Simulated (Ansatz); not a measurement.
## Abstraction of F: GeH3F + SnHF2 → GeH3 + SnHF3

Species: GeH3F (fluorogermane) `[F][GeH3]`, singlet; SnHF2 `[F][SnH][F]`, doublet; GeH3 `[GeH3]`, doublet; SnHF3 `[F][SnH]([F])[F]`, singlet. A radical takes F: the energy is the difference in strength between the Ge–F bond broken and the Sn–F bond made.

Shapes, held fixed at every level: PBE0-D4/def2-TZVP. Programs: Ansatz 0.2.0. The zero-point and thermal change to 298 K, harmonic and unscaled (PBE0-D4/def2-TZVP), is -2.4 kJ/mol.

| level | kind | ΔH(298 K) (kJ/mol) | less CCSD(T)/def2-TZVPP |
| --- | --- | --- | --- |
| HF/def2-TZVPP | Hartree–Fock | +50.0 | 0.0 |
| r2SCAN-D4/def2-TZVPP | meta-GGA | +56.4 | +6.4 |
| PBE0-D4/def2-TZVPP | global hybrid | +55.7 | +5.7 |
| B2PLYP/def2-TZVPP | double hybrid | +59.3 | +9.3 |
| MP2/def2-TZVPP | perturbation theory | +50.9 | +0.9 |
| CCSD/def2-SVP | coupled cluster or CI | +47.6 | -2.4 |
| CCSD(T)/def2-TZVPP | coupled cluster or CI | +50.0 | 0.0 |

The highest level, CCSD(T)/def2-TZVPP, gives ΔH(298 K) = +50.0 kJ/mol; the levels span +47.6 to +59.3. The column of differences is taken from that level and isn't an error. No measured value is set beside it here. Open shells run unrestricted unless RO is named. For atoms past krypton def2 sets carry core potentials with scalar relativity. Relativity is left out for Ge unless named. Correlated rows may include outer-core shells of Ge, Sn, which these sets cover unevenly.

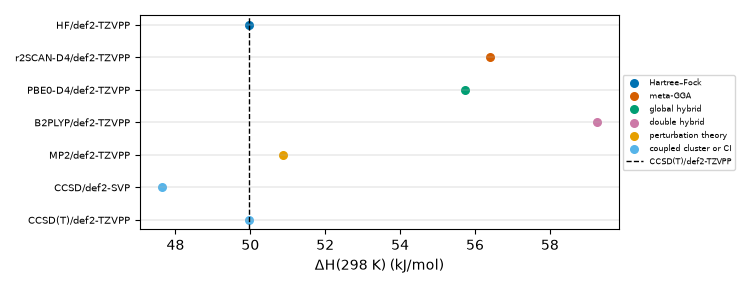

The values of the table, level by level.
